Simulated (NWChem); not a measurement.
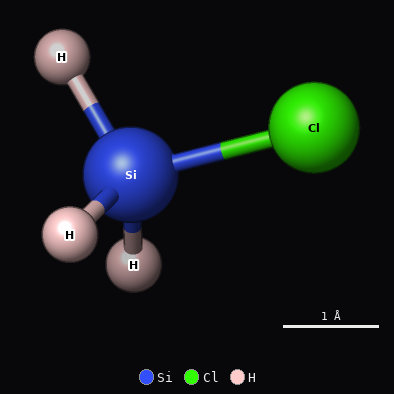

Fig. 1: The structure (ball-and-stick view, seen at a tilt).

## Single-point calculation, with input and output: SiH3Cl (part 1 of 2)

The run: single-point calculation of SiH3Cl, multiplicity 3. Method and program: CR-CCSD(T)/aug-cc-pVDZ, UHF (NWChem 7.3.0).

The geometry is that of the parent species in another charge or spin state. The geometry comes from this level: PBE0-D4/def2-TZVP.

## The input
```
echo
start m1
title "ClH3Si"
memory stack 330 mb heap 110 mb global 1760 mb
geometry units angstroms noautosym nocenter noautoz
   Si   -0.112000    0.018600   -0.030900
   Cl    1.838300   -0.513500    0.329900
   H    -0.950900   -0.488300    1.079100
   H    -0.534700   -0.585700   -1.314900
   H    -0.190800    1.495400   -0.104700
end
basis spherical bse
   * library aug-cc-pVDZ
end
scf
   triplet
   uhf
   thresh 1e-08
   maxiter 80
   noprint "final vectors analysis"
end
tce
   scf
   cr-ccsd(t)
   freeze core 10
   maxiter 60
end
task tce
```

Run on 1 thread of Intel Xeon (Sapphire Rapids), 16 GiB of memory available, shared host.

Run as:
```bash
nwchem m1.nw > m1.out
```

## Log
```
============================== echo of input deck ==============================
echo
start m1
title "ClH3Si"
memory stack 330 mb heap 110 mb global 1760 mb
geometry units angstroms noautosym nocenter noautoz
   Si   -0.112000    0.018600   -0.030900
   Cl    1.838300   -0.513500    0.329900
   H    -0.950900   -0.488300    1.079100
   H    -0.534700   -0.585700   -1.314900
   H    -0.190800    1.495400   -0.104700
end
basis spherical bse
   * library aug-cc-pVDZ
end
scf
   triplet
   uhf
   thresh 1e-08
   maxiter 80
   noprint "final vectors analysis"
end
tce
   scf
   cr-ccsd(t)
   freeze core 10
   maxiter 60
end
task tce
================================================================================

             Northwest Computational Chemistry Package (NWChem) 7.3.0
             --------------------------------------------------------

           Job information
           ---------------

    nwchem branch   = 7.3.0
    use scalapack   = T
    input           = m1.nw
    prefix          = m1.
    data base       = ./m1.db
    status          = startup
    nproc           =        1

           Memory information
           ------------------

    heap     =     14417914 doubles =      110.0 Mbytes
    stack    =     43253759 doubles =      330.0 Mbytes
    global   =    230686720 doubles =     1760.0 Mbytes (distinct from heap & stack)
    total    =    288358393 doubles =     2200.0 Mbytes
    verify   = yes
    hardfail = no

           Directory information
           ---------------------

  0 permanent = .
  0 scratch   = .

                                NWChem Input Module
                                -------------------

                                      ClH3Si
                                      ------

 Scaling coordinates for geometry "geometry" by  1.889725989
 (inverse scale =  0.529177249)

                             Geometry "geometry" -> ""
                             -------------------------

 Output coordinates in angstroms (scale by  1.889725989 to convert to a.u.)

  No.       Tag          Charge          X              Y              Z
 ---- ---------------- ---------- -------------- -------------- --------------
    1 Si                  14.0000    -0.11200000     0.01860000    -0.03090000
    2 Cl                  17.0000     1.83830000    -0.51350000     0.32990000
    3 H                    1.0000    -0.95090000    -0.48830000     1.07910000
    4 H                    1.0000    -0.53470000    -0.58570000    -1.31490000
    5 H                    1.0000    -0.19080000     1.49540000    -0.10470000

      Atomic Mass
      -----------

      Si                27.976930
      Cl                34.968850
      H                  1.007825

 Effective nuclear repulsion energy (a.u.)      86.3372244702

            Nuclear Dipole moment (a.u.)
            ----------------------------
        X                 Y               Z
 ---------------- ---------------- ----------------
    52.9249888444   -15.2079478383     9.1372031000

            XYZ format geometry
            -------------------
     5
 geometry
 Si                   -0.11200000     0.01860000    -0.03090000
 Cl                    1.83830000    -0.51350000     0.32990000
 H                    -0.95090000    -0.48830000     1.07910000
 H                    -0.53470000    -0.58570000    -1.31490000
 H                    -0.19080000     1.49540000    -0.10470000

 ==============================================================================
                                internuclear distances
 ------------------------------------------------------------------------------
       center one      |      center two      | atomic units |  angstroms
 ------------------------------------------------------------------------------
    2 Cl               |   1 Si               |     3.88061  |     2.05353
    3 H                |   1 Si               |     2.79833  |     1.48081
    4 H                |   1 Si               |     2.79814  |     1.48071
    5 H                |   1 Si               |     2.79819  |     1.48074
 ------------------------------------------------------------------------------
                         number of included internuclear distances:          4
 ==============================================================================

 ==============================================================================
                                 internuclear angles
 ------------------------------------------------------------------------------
        center 1       |       center 2       |       center 3       |  degrees
 ------------------------------------------------------------------------------
    2 Cl               |   1 Si               |   3 H                |   108.52
    2 Cl               |   1 Si               |   4 H                |   108.53
    2 Cl               |   1 Si               |   5 H                |   108.53
    3 H                |   1 Si               |   4 H                |   110.40
    3 H                |   1 Si               |   5 H                |   110.40
    4 H                |   1 Si               |   5 H                |   110.40
 ------------------------------------------------------------------------------
                            number of included internuclear angles:          6
 ==============================================================================

 Summary of "ao basis" -> "" (spherical)
 ------------------------------------------------------------------------------
       Tag                 Description            Shells   Functions and Types
 ---------------- ------------------------------  ------  ---------------------
 *                        aug-cc-pVDZ                 on all atoms

                      Basis "ao basis" -> "ao basis" (spherical)
                      -----
  [basis functions not shown]

 Summary of "ao basis" -> "ao basis" (spherical)
 ------------------------------------------------------------------------------
       Tag                 Description            Shells   Functions and Types
 ---------------- ------------------------------  ------  ---------------------
 Si                       aug-cc-pVDZ               11       27   5s4p2d
 Cl                       aug-cc-pVDZ               11       27   5s4p2d
 H                        aug-cc-pVDZ                5        9   3s2p

                                 NWChem SCF Module
                                 -----------------

                                      ClH3Si

  ao basis        = "ao basis"
  functions       =    81
  atoms           =     5
  alpha electrons =    18
  beta  electrons =    16
  charge          =   0.00
  wavefunction    = UHF
  input vectors   = atomic
  output vectors  = ./m1.movecs
  use symmetry    = F
  symmetry adapt  = F

 Summary of "ao basis" -> "ao basis" (spherical)
 ------------------------------------------------------------------------------
       Tag                 Description            Shells   Functions and Types
 ---------------- ------------------------------  ------  ---------------------
 Si                       aug-cc-pVDZ               11       27   5s4p2d
 Cl                       aug-cc-pVDZ               11       27   5s4p2d
 H                        aug-cc-pVDZ                5        9   3s2p

 Forming initial guess at       0.1s

      Superposition of Atomic Density Guess
      -------------------------------------

 Sum of atomic energies:        -749.81011205

      Non-variational initial energy
      ------------------------------

 Total energy =    -750.257150
 1-e energy   =   -1208.607688
 2-e energy   =     372.013313
 HOMO         =      -0.391977
 LUMO         =       0.020043

 Starting SCF solution at       1.3s

 ----------------------------------------------
         Quadratically convergent UHF

 Convergence threshold     :          1.000E-08
 Maximum no. of iterations :           80
 Integral*density screening:          1.000E-10
 ----------------------------------------------

              iter       energy          gnorm     gmax       time
             ----- ------------------- --------- --------- --------
                 1     -749.8752861038  4.09D-01  8.62D-02      3.1
  ga_iter_lsolve: convergence stagnant ... aborting solve

 Disabled NR: increased maxiter to  90
```
